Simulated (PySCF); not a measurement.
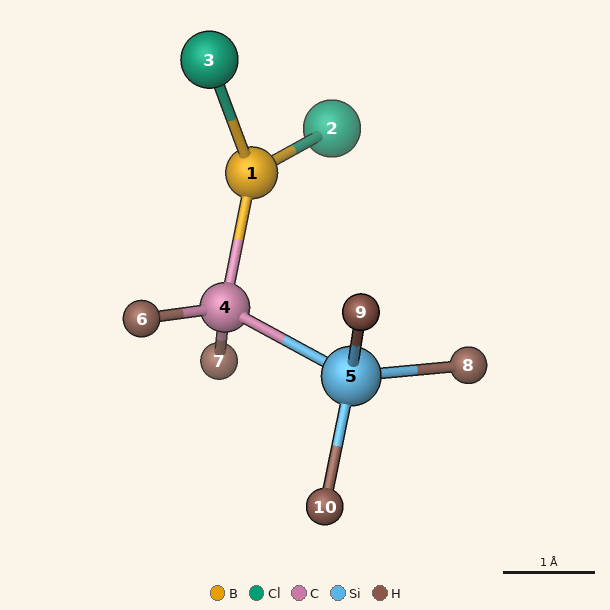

Orthographic view. Depth is shown by fading: the farther an atom, the more it takes the colour of the background. The computed structure is the end point of a PBE0-D3(BJ)/def2-SVP optimisation. No frequency run is at hand to confirm it as a minimum.

Write a MOL file (V2000) with the atoms in numerical order, bonds sorted by atom number with the orders drawn, and coordinates in the frame of the picture: x right, y up, z towards the viewer, origin at the mean position.

```
CH5BCl2Si
                    3D

 10  9  0  0  0  0  0  0  0  0999 V2000
   -0.4100    1.3100   -0.6300 B   0  0  0  0  0  0  0  0  0  0  0  0
    0.4800    1.8000   -2.0700 Cl  0  0  0  0  0  0  0  0  0  0  0  0
   -0.8700    2.5600    0.5100 Cl  0  0  0  0  0  0  0  0  0  0  0  0
   -0.7000   -0.1800   -0.3500 C   0  0  0  0  0  0  0  0  0  0  0  0
    0.7000   -0.9400    0.6900 Si  0  0  0  0  0  4  0  0  0  0  0  0
   -1.6300   -0.3100    0.2400 H   0  0  0  0  0  0  0  0  0  0  0  0
   -0.7700   -0.7800   -1.2700 H   0  0  0  0  0  0  0  0  0  0  0  0
    1.9900   -0.8200   -0.0400 H   0  0  0  0  0  0  0  0  0  0  0  0
    0.8000   -0.2400    2.0000 H   0  0  0  0  0  0  0  0  0  0  0  0
    0.4000   -2.3900    0.9300 H   0  0  0  0  0  0  0  0  0  0  0  0
  1  2  1  0
  1  3  1  0
  1  4  1  0
  4  5  1  0
  4  6  1  0
  4  7  1  0
  5  8  1  0
  5  9  1  0
  5 10  1  0
M  END
```
